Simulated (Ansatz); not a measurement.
# Sb (R-3m, 2 atoms in the cell) under uniaxial strain along c, part 2 of 2

Aim: how do the optical modes of Sb (R-3m, 2 atoms in the cell) shift and split under this strain?

Ansatz 0.2.0; DFT LDA, scalar-relativistic, plane waves, PAW; PAW set soft_1.

So far. Step 3 (Tight relaxation): The largest force component left is 0.32 meV/Å and the pressure is -0.001 GPa, within the tolerances set. The cell now holds 29.20 Å³/atom.

## (4) Modes at rest

The force constants come from the linear response of the density to a displacement.

The modes at rest are the reference of the series.

Contents of input.yaml:

```yaml
crystal:
  lattice:
    - [2.1477240465, 1.2399890564, 3.6543040137]
    - [-2.1477240465, 1.2399890564, 3.6543040137]
    - [0.0, -2.4799781127, 3.6543040137]
  atoms:
    - { symbol: Sb, position: [0.2358116615, 0.2358116615, 0.2358116615] }
    - { symbol: Sb, position: [0.7641883385, 0.7641883385, 0.7641883385] }
kpoints:
  mp_grid: { grid: [12, 12, 12] }
hamiltonian:
  xc: lda
  pseudopotentials: { kind: paw, azcp: { folder: soft_1 }, xc_functional: pbe }
scf:
  occupations: { method: methfessel_paxton, width: 0.2 }
output:
  eigenvalues: true
phonons:
  method: dfpt
```

Command:

```
ansatz run input.yaml --threads 4 --pin off --max-ram 10240MiB --backend cpu --events-out ev --progress --plain --runs-dir out
```

Numbers of over 12 decimals in the logs are rounded to 6 here.

The program printed:

```text
[...]
Crystal: 2 atoms, lattice volume = 58.392 Å³
Basis set: ecut = 420 eV, 1153 PW (Γ), exchange–correlation on 60×60×60 points (8 copies of the dense FFT grid, shifted against one another)
Bands: 19, of which v1, the nominal top of the filled ones, is band 15 counted from 1 (14 counted from 0)
Symmetry: 12 space group operations
k-points: 476 of 1728 (irreducible under 2 space group operations, time reversal used)
[...]
SCF iter   1: F=—  HF=-12671.795154 eV  |F-HF|=—  |Δ(HF+E_count)|=         —  Δρ=1.50e-2  dr2=1.07e-1  ethr=3.10e-3  ⟨swp⟩=6.0  Hψ=48203  notcnv=0
[...]
SCF iter  11: F=-12671.767921 eV  HF=-12671.767921 eV  |F-HF|=9.09e-12  |Δ(HF+E_count)|=  3.64e-12  S|Δr|=    0.00e0  Δρ=5.94e-8  dr2=2.25e-12  ethr=1.00e-12  ⟨swp⟩=5.3  Hψ=39039  notcnv=0
SCF 1 converged in 11 iterations: F = -12671.767921 eV  dr2 = 2.25e-12
[...]
DFPT response loops at Γ: preconditioner auto → Kerker (q_TF=auto, 2.442 Å⁻¹) (partly filled bands, converged f_vac=0.000); β = 1.00, the filter's whole step (`scf.mixing.beta` (0.50) is not read by the response loops under this deck's `scf.mixing.preconditioner`; to damp them name `kerker` or `kerker_dos`, under which they read `scf.mixing.beta`, and type it under 1.00, their step now; both keys bind the ground state too); Broyden in place of MSR1
SCF converged after 11 iterations
[...]
Free energy (F): -12671.767921 eV
[...]
Internal energy: -12671.770317 eV  (E = F + TS)
E sigma→0 (E₀):  -12671.768520 eV
Entropy (-TS):   0.002396 eV (1.198 meV/atom)
Fermi energy:    10.434635 eV
[...]
--- Band table (eV; the first three rows and the last of 476) ---
  k-point 0: bands = [... 11 lower, 5.7020, 8.4766, 8.6096, 8.6096, 12.8161, 13.3041, 13.3041, 15.5267]
  k-point 1: bands = [... 11 lower, 5.3145, 8.4986, 8.6013, 8.8005, 12.7213, 13.0770, 13.0776, 15.2116]
  k-point 2: bands = [... 11 lower, 4.4305, 8.5196, 8.5862, 9.1720, 12.3473, 12.5164, 12.5379, 15.0543]
  k-point 475: bands = [... 11 lower, 1.1847, 9.1858, 9.1858, 9.9779, 10.4032, 10.4032, 11.4000, 17.8341]
--- Phonons (Γ-DFPT): 2 representative perturbations + reference, on 476 of 1728 k-points (Σ response iterations 6) ---
  k mesh reduced under 2 symmetry operations, with k and −k counted as one. Each operation leaves every solved perturbation unchanged. A smaller set is not used because it would not reduce the number of displacements times k-points to solve
  ASR residual: 3.341e-5 → 0.000e0 eV/Å²; symmetrization residual: 1.572e-5 eV/Å²
  ASR residual per site (eV/Å²): 3.34e-5 3.34e-5
  Γ frequencies (cm⁻¹): 0.00 0.00 0.00 91.14 91.14 142.51
  non-analytic LO–TO correction: not included (Born effective charges unavailable; polar crystals: no LO–TO splitting at Γ)
```

Wall time 84 s (4 threads of Intel Xeon at 2.50GHz (Skylake/Cascade Lake), shared host); peak memory 1.6 GiB; 4.9 min of CPU time.

This step gave:

* sum-rule residual before enforcement: 3.34e-5 eV/Å²
* point group: -3m
* highest optical mode at the zone centre (no LO-TO term): 142.5 cm⁻¹
* lowest optical zone-centre mode: 91.14 cm⁻¹

Patterns of degenerate modes are one choice out of their space. Modes at Γ:

```csv
mode,frequency (cm⁻¹),symmetry
1,0.0,acoustic
2,0.0,acoustic
3,0.0,acoustic
4,91.1,Eg
5,91.1,Eg
6,142.5,A1g
```

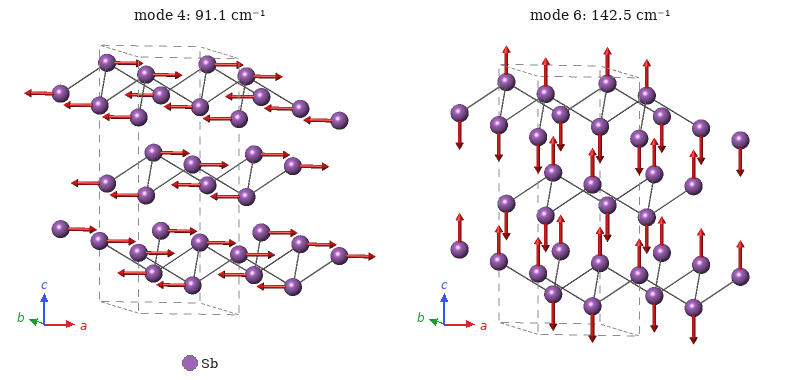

Displacement patterns of modes 4 and 6 at Γ; arrows are exaggerated. Bonds to atoms that aren't drawn are left out. 2×2×1 conventional cells are drawn. Some periodic images of atoms are drawn too.

Before it was imposed, the acoustic sum rule was missed by 3.3e-5 eV/Å². Small misses are needed for a sound result but don't prove that mesh and cutoff are converged. The lowest optical mode is real, 91.1 cm⁻¹.

## (5) Relaxation of a member: uniaxial strain of +4 % along c

The cell takes a uniaxial strain of +4 % along c. The strained length and the angles are held, while the rest of the cell and the atoms relax.

input.yaml, the sections that differ from step 4:

```yaml
crystal:
  lattice:
    - [2.1336279889, 1.2318506938, 3.8004761742]
    - [-2.1336279889, 1.2318506938, 3.8004761742]
    - [0.0, -2.4637013875, 3.8004761742]
  atoms:
    - { symbol: Sb, position: [0.2345304544, 0.234530454, 0.2345304544] }
    - { symbol: Sb, position: [0.7654695456, 0.765469546, 0.7654695456] }
  conventional_axes: [[1, -1, 0], [0, 1, -1], [1, 1, 1]]
output:
  forces: true
  stress: true
  eigenvalues: true
relax:
  adjacent_minimum: "off"
  f_tol: 0.001
  max_steps: 60
  cell: { stress_tol: 0.01, fix: [c, angles] }
# kpoints, hamiltonian, scf: as in step 4
# phonons: removed
```

The program printed:

```text
[...]
k-point 475: bands = [... 11 lower, 0.9989, 8.9903, 8.9903, 9.8545, 10.3904, 10.3904, 11.3660, 17.1178]
--- Relaxed structure (4 steps of the walk, 4 accepted, 1 SCFs on fresh bases) ---
[...]
cell:  # Å, volume = 59.6559 Å³
    - [2.128690, 1.229000, 3.800476]
    - [-2.128690, 1.229000, 3.800476]
    - [0, -2.457999, 3.800476]
  atoms:
    - { symbol: Sb, position: [0.234156, 0.234156, 0.234156] }
    - { symbol: Sb, position: [0.765844, 0.765844, 0.765844] }
[key lines of the parts left out:]
SCF converged after 5 iterations
Free energy (F): -12671.756394 eV
Fermi energy:    10.165418 eV
P = ⅓ Tr σ = -0.5017 GPa (-5.017 kbar)
```

The job ended after 69 s (4 threads; peak memory 0.75 GiB; 4.2 min of CPU time).

The steps of the relaxation:

```csv
step,energy less that of the first step (eV),largest force component (eV/Å),pressure (GPa),volume (Å³)
1,0.0000,0.0608,-0.90,59.93
2,-0.0002,0.0533,-0.15,59.42
3,-0.0007,0.0011,-0.51,59.66
4,-0.0007,0.0001,-0.50,59.66
5*,-0.0006,0.0001,-0.50,59.66
```

Relaxation steps marked * repeat the geometry before them on a plane-wave basis chosen anew for their cell, so energy and pressure can jump there.

```csv
"conventional cell, symmetrised",before,after,change
a (Å),4.267,4.257,-0.2 %
b (Å),4.267,4.257,-0.2 %
c (Å),11.401,11.401,-0.0 %
volume (Å³/atom),29.97,29.83,-0.5 %
```

The relaxed structure:

```cif
data_structure
_symmetry_space_group_name_H-M 'P 1'
_symmetry_Int_Tables_number 1
_cell_length_a 4.5261
_cell_length_b 4.5261
_cell_length_c 4.5261
_cell_angle_alpha 56.110
_cell_angle_beta 56.110
_cell_angle_gamma 56.110
_cell_volume 59.66
loop_
_atom_site_label
_atom_site_type_symbol
_atom_site_fract_x
_atom_site_fract_y
_atom_site_fract_z
_atom_site_occupancy
Sb1 Sb 0.23416 0.23416 0.23416 1
Sb2 Sb 0.76584 0.76584 0.76584 1
```

Numbers from this step:

- pressure: -0.5017 GPa
- volume per atom: 29.83 Å³

The largest force component left is 0.10 meV/Å.

## (6) Modes of this member: uniaxial strain of +4 % along c

The zone-centre modes follow for uniaxial strain of +4 % along c.

input.yaml, the sections that differ from step 5:

```yaml
crystal:
  lattice:
    - [2.1286898743, 1.2289996719, 3.8004761742]
    - [-2.1286898743, 1.2289996719, 3.8004761742]
    - [0.0, -2.4579993438, 3.8004761742]
  atoms:
    - { symbol: Sb, position: [0.2341557605, 0.2341557607, 0.2341557605] }
    - { symbol: Sb, position: [0.7658442395, 0.7658442393, 0.7658442395] }
output:
  eigenvalues: true
phonons:
  method: dfpt
# kpoints, hamiltonian, scf: as in step 5
# relax: removed
```

The program printed:

```text
[...]
Crystal: 2 atoms, lattice volume = 59.656 Å³
Basis set: ecut = 420 eV, 1183 PW (Γ), exchange–correlation on 64×64×64 points (8 copies of the dense FFT grid, shifted against one another)
Bands: 19, of which v1, the nominal top of the filled ones, is band 15 counted from 1 (14 counted from 0)
Symmetry: 12 space group operations
k-points: 476 of 1728 (irreducible under 2 space group operations, time reversal used)
[...]
SCF iter   1: F=—  HF=-12671.786390 eV  |F-HF|=—  |Δ(HF+E_count)|=         —  Δρ=1.53e-2  dr2=1.15e-1  ethr=3.10e-3  ⟨swp⟩=6.0  Hψ=48329  notcnv=0
[...]
SCF iter  11: F=-12671.756394 eV  HF=-12671.756394 eV  |F-HF|=1.82e-12  |Δ(HF+E_count)|=  1.09e-11  S|Δr|=    0.00e0  Δρ=1.25e-7  dr2=8.26e-12  ethr=1.00e-12  ⟨swp⟩=6.0  Hψ=40943  notcnv=0
SCF 1 converged in 11 iterations: F = -12671.756394 eV  dr2 = 8.26e-12
[...]
SCF converged after 11 iterations
[...]
Free energy (F): -12671.756394 eV
[...]
Internal energy: -12671.757837 eV  (E = F + TS)
E sigma→0 (E₀):  -12671.756755 eV
Entropy (-TS):   0.001443 eV (0.721 meV/atom)
Fermi energy:    10.165418 eV
[...]
--- Band table (eV; the first three rows and the last of 476) ---
  k-point 0: bands = [... 11 lower, 5.2137, 7.8987, 8.4760, 8.4760, 12.3176, 12.8732, 12.8732, 15.4017]
  k-point 1: bands = [... 11 lower, 4.8879, 7.9551, 8.4530, 8.5422, 12.3072, 12.6372, 12.6828, 15.0179]
  k-point 2: bands = [... 11 lower, 4.0983, 8.0018, 8.3978, 8.7525, 12.0112, 12.1289, 12.1974, 14.8135]
  k-point 475: bands = [... 11 lower, 0.9989, 8.9903, 8.9903, 9.8545, 10.3904, 10.3904, 11.3660, 17.1178]
[...]
ASR residual: 3.054e-5 → 0.000e0 eV/Å²; symmetrization residual: 5.244e-5 eV/Å²
  ASR residual per site (eV/Å²): 3.05e-5 3.05e-5
  Γ frequencies (cm⁻¹): 0.00 0.00 0.00 112.25 112.25 143.19
[...]
```

Elapsed: 90 s, on 4 threads; peak memory 1.7 GiB.

Numbers from this step:

* sum-rule residual before enforcement: 3.05e-5 eV/Å²
* highest optical mode at the zone centre (no LO-TO term): 143.2 cm⁻¹
* lowest optical zone-centre mode: 112.2 cm⁻¹

Patterns of degenerate modes are one choice out of their space. Modes at Γ:

```csv
mode,frequency (cm⁻¹),symmetry
1,0.0,acoustic
2,0.0,acoustic
3,0.0,acoustic
4,112.2,Eg
5,112.2,Eg
6,143.2,A1g
```

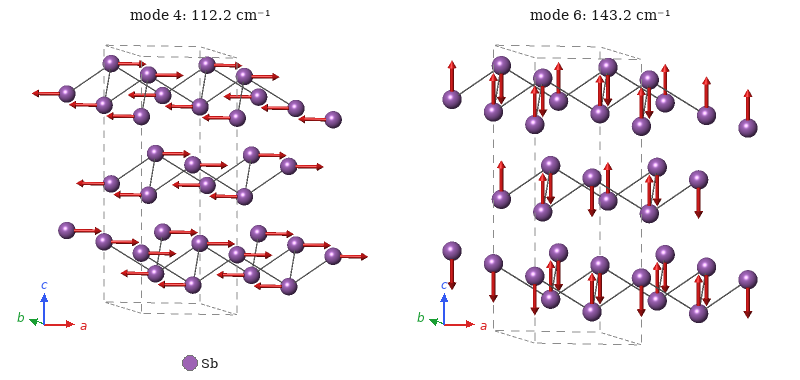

Displacement patterns of modes 4 and 6 at Γ; arrows are exaggerated. Bonds to atoms that aren't drawn are left out. 2×2×1 conventional cells are drawn. Some periodic images of atoms are drawn too.

The lowest optical mode is real, 112 cm⁻¹, and the highest lies at 143.2 cm⁻¹.

## (7) A member of the series: uniaxial strain of -4 % along c

The cell takes a uniaxial strain of -4 % along c. The strained length and the angles are held, while the rest of the cell and the atoms relax.

input.yaml, the sections that differ from step 6:

```yaml
crystal:
  lattice:
    - [2.1622415762, 1.2483707561, 3.5081318533]
    - [-2.1622415762, 1.2483707561, 3.5081318533]
    - [0.0, -2.4967415122, 3.5081318533]
  atoms:
    - { symbol: Sb, position: [0.2372288256, 0.2372288255, 0.2372288256] }
    - { symbol: Sb, position: [0.7627711744, 0.7627711745, 0.7627711744] }
  conventional_axes: [[1, -1, 0], [0, 1, -1], [1, 1, 1]]
output:
  forces: true
  stress: true
  eigenvalues: true
relax:
  adjacent_minimum: "off"
  f_tol: 0.001
  max_steps: 60
  cell: { stress_tol: 0.01, fix: [c, angles] }
# kpoints, hamiltonian, scf: as in step 6
# phonons: removed
```

The program printed:

```text
[...]
Crystal: 2 atoms, lattice volume = 56.817 Å³
Basis set: ecut = 420 eV, 1103 PW (Γ)
Bands: 19, of which v1, the nominal top of the filled ones, is band 15 counted from 1 (14 counted from 0)
Symmetry: 4 space group operations
k-points: 476 of 1728
[...]
--- Relaxed structure (4 steps of the walk, 4 accepted, 1 SCFs on fresh bases) ---
[...]
cell:  # Å, volume = 57.0987 Å³
    - [2.167604, 1.251467, 3.5081318533]
    - [-2.167604, 1.251467, 3.5081318533]
    - [6.064851504908384e-19, -2.502934, 3.5081318533]
  atoms:
    - { symbol: Sb, position: [0.237697, 0.237697, 0.237697] }
    - { symbol: Sb, position: [0.762303, 0.762303, 0.762303] }
[key lines of the parts left out:]
SCF converged after 6 iterations
Free energy (F): -12671.753848 eV
Fermi energy:    10.642456 eV
P = ⅓ Tr σ = 0.6456 GPa (6.456 kbar)
```

Run time: 71 s. Hardware: 4 threads; peak memory 0.71 GiB; 4.4 min of CPU time.

Step by step:

```csv
step,energy less that of the first step (eV),largest force component (eV/Å),pressure (GPa),volume (Å³)
1,0.0000,0.0557,1.10,56.82
2,-0.0002,0.0351,0.27,57.37
3,-0.0007,0.0004,0.64,57.11
4,-0.0007,0.0001,0.65,57.10
5*,-0.0007,0.0001,0.65,57.10
```

Relaxation steps marked * repeat the geometry before them on a plane-wave basis chosen anew for their cell, so energy and pressure can jump there.

```csv
"conventional cell, symmetrised",before,after,change
a (Å),4.324,4.335,+0.2 %
b (Å),4.324,4.335,+0.2 %
c (Å),10.524,10.524,+0.0 %
volume (Å³/atom),28.41,28.55,+0.5 %
```

The relaxed structure:

```xyz
2
Lattice="2.1676 1.2515 3.5081 -2.1676 1.2515 3.5081 0.0000 -2.5029 3.5081" Properties=species:S:1:pos:R:3 pbc="T T T"
Sb    0.0000    0.0000    2.5016
Sb    0.0000    0.0000    8.0228
```

Numbers from this step:

```yaml
pressure: 0.6456 GPa
volume_per_atom: 28.55 Å³
```

The largest force component left is 0.13 meV/Å.

## (8) Modes of this member: uniaxial strain of -4 % along c

The zone-centre modes follow for uniaxial strain of -4 % along c.

input.yaml, the sections that differ from step 7:

```yaml
crystal:
  lattice:
    - [2.1676043135, 1.2514669339, 3.5081318533]
    - [-2.1676043135, 1.2514669339, 3.5081318533]
    - [0.0, -2.5029338678, 3.5081318533]
  atoms:
    - { symbol: Sb, position: [0.2376966427, 0.2376966426, 0.2376966427] }
    - { symbol: Sb, position: [0.7623033573, 0.7623033574, 0.7623033573] }
output:
  eigenvalues: true
phonons:
  method: dfpt
# kpoints, hamiltonian, scf: as in step 7
# relax: removed
```

The program printed:

```text
[...]
Crystal: 2 atoms, lattice volume = 57.099 Å³
Basis set: ecut = 420 eV, 1127 PW (Γ), exchange–correlation on 60×60×60 points (8 copies of the dense FFT grid, shifted against one another)
Bands: 19, of which v1, the nominal top of the filled ones, is band 15 counted from 1 (14 counted from 0)
Symmetry: 12 space group operations
k-points: 476 of 1728 (irreducible under 2 space group operations, time reversal used)
[...]
k-point 1: bands = [... 11 lower, 5.7249, 8.7678, 8.9848, 9.1773, 13.1796, 13.5273, 13.5760, 15.4221]
  k-point 2: bands = [... 11 lower, 4.7585, 8.7918, 9.0894, 9.5755, 12.6826, 12.8902, 13.0552, 15.3500]
  k-point 475: bands = [... 11 lower, 1.3970, 9.3990, 9.3990, 10.1163, 10.4170, 10.4170, 11.3934, 18.6262]
[...]
ASR residual: 4.269e-5 → 0.000e0 eV/Å²; symmetrization residual: 6.612e-6 eV/Å²
  ASR residual per site (eV/Å²): 4.27e-5 4.27e-5
  Γ frequencies (cm⁻¹): 0.00 0.00 0.00 68.66 68.66 133.22
[...]
[key lines of the parts left out:]
SCF converged after 11 iterations
Free energy (F): -12671.753848 eV
Fermi energy:    10.642456 eV
```

The job ended after 76 s (4 threads; peak memory 1.6 GiB; 4.3 min of CPU time).

This step gave:

| Quantity | Value |
| --- | --- |
| sum-rule residual before enforcement | 4.27e-5 eV/Å² |
| highest optical mode at the zone centre (no LO-TO term) | 133.2 cm⁻¹ |
| lowest optical zone-centre mode | 68.66 cm⁻¹ |

Patterns of degenerate modes are one choice out of their space. Modes at Γ:

```csv
mode,frequency (cm⁻¹),symmetry
1,0.0,acoustic
2,0.0,acoustic
3,0.0,acoustic
4,68.7,Eg
5,68.7,Eg
6,133.2,A1g
```

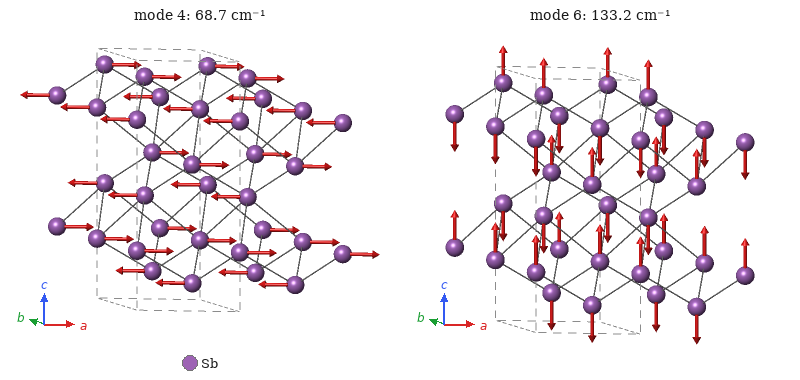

Displacement patterns of modes 4 and 6 at Γ; arrows are exaggerated. 2×2×1 conventional cells are drawn. Some periodic images of atoms are drawn too.

The lowest optical mode is real, 68.7 cm⁻¹, and the highest lies at 133.2 cm⁻¹.

For the highest optical mode at the zone centre (no LO-TO term), step 4 gave 143 cm⁻¹; this run, with strain -4 %, gives 133 cm⁻¹ (-7 %).

## (9) All members side by side

The members are set side by side, also those not shown above.

Stress is positive in compression; energies are extrapolated to zero smearing, and E0 is that at rest; the edges not held and the atoms are relaxed in each cell; all runs use 12×12×12 k points and Methfessel-Paxton smearing of 0.2 eV. State of the crystal along the series:

```csv
strain (%),stress along the axis (GPa),free strain along a (%),free strain along b (%),E - E0 (meV/atom)
-4,1.937,0.9256,0.9256,7.08
-3,1.438,0.676,0.676,3.956
-2,0.9391,0.4446,0.4446,1.75
-1,0.4594,0.219,0.219,0.4377
0,0.001802,0,0,0
1,-0.4303,-0.2138,-0.2138,0.4014
2,-0.8254,-0.4313,-0.4313,1.573
3,-1.182,-0.6563,-0.6563,3.426
4,-1.504,-0.8862,-0.8862,5.883
```

Optical modes are counted from below at rest and tracked from member to member by their patterns, and modes that stay within 0.3 cm⁻¹ of each other stand once; labels, where given, are those at rest; the edges not held and the atoms are relaxed in each cell; all runs use 12×12×12 k points and Methfessel-Paxton smearing of 0.2 eV. Optical modes along the series:

```csv
strain (%),optical mode 1 Eg (cm⁻¹),optical mode 2 A1g (cm⁻¹)
-4,68.66,133.2
-3,74.46,135.8
-2,79.98,138.3
-1,85.59,140.7
0,91.14,142.5
1,96.54,143.3
2,102.1,143.2
3,107.6,143
4,112.2,143.2
```

Value and slope at zero strain of a cubic (a lower polynomial where under five rows exist) through the rows within 2 % of rest. Slopes at rest:

```csv
mode,frequency (cm⁻¹),shift per percent of strain (cm⁻¹),shift per GPa of compressive stress (cm⁻¹)
optical mode 1 Eg,91.1,5.46,-12.24
optical mode 2 A1g,142.4,1.34,-3.01
```

## (10) Summary of results

```
members                                                          : 9
highest optical mode at the zone centre (no LO-TO term), at rest : 142.5 cm⁻¹
Young’s modulus along c                                          : 44.6 GPa
optical mode 1 Eg, shift per percent                             : 5.46 cm⁻¹
optical mode 2 A1g, shift per percent                            : 1.34 cm⁻¹
```

What this shows: The stress changes by 0.45 GPa for each percent, a Young’s modulus of 45 GPa along c. For each percent the free edge responds with -0.22 %. Within 2 % of rest optical mode 2 A1g bends away from a straight line, so a single slope holds only near rest. The fastest shift in the table of slopes is 5.5 cm⁻¹ for each percent (optical mode 1 Eg), or -12.2 cm⁻¹ for each GPa of compressive stress. For small strain, the measured shift of a line that Raman or infrared light can see, divided by its slope, estimates the stress, if the state of stress is of this kind. These are harmonic frequencies at zero temperature: anharmonic shifts, linewidths and thermal expansion are left out. Spin-orbit coupling is left out, which can matter for the heavy elements here. With no gap, or one that is small against the smearing, the frequencies hang on the k mesh and the smearing, most of all near Kohn anomalies. The PAW files were made for PBE; the program adapts parts of them to the functional of the run, but their partial waves stay those of PBE, an approximation that was not tested in this session. Only the zone centre was solved, so an instability at another wavevector cannot show here.

[Logs are printed without paths, hosts, clocks, repeated set-up lines and the standing remarks that a program may print on its own settings, such as how far it seeks lower states.]

[Hosts, paths, dates, database ids (printed as entryN), source tags and the programs' standing remarks are cut or masked in the printed files.]
